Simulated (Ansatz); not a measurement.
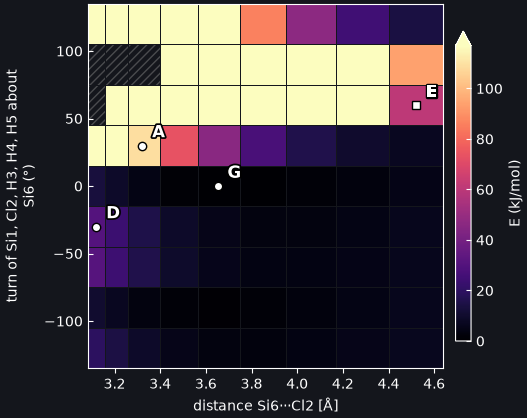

The pair ClH₃Si···ClH₃Si. The turn is about an axis along (0.69, 0.56, 0.46) in the frame of the relaxed pair, normal to the line between the partners. The first coordinate is: distance Si6···Cl2; the second: turn of Si1, Cl2, H3, H4, H5 about Si6. The scan uses a 9 × 9 grid. At 4 points there is no value (left out of the scan, as a rule where atoms come close). Points are written as (first, second). Energies: kJ/mol, counted from the lowest grid point. Energies and slopes of some neighbouring points disagree (a jump in structure or state, or too coarse a mesh). All numbers below come from Ansatz, RKS PBE-D4/def2-SVPD.

In the figure: one coloured cell a grid point, one colour for all values above the top of the scale, hatched blanks where no value was computed, lettered points.

### Rank the lettered points by energy, lowest first.

G (0 kJ/mol), D (31 kJ/mol), E (60 kJ/mol), A (109 kJ/mol).
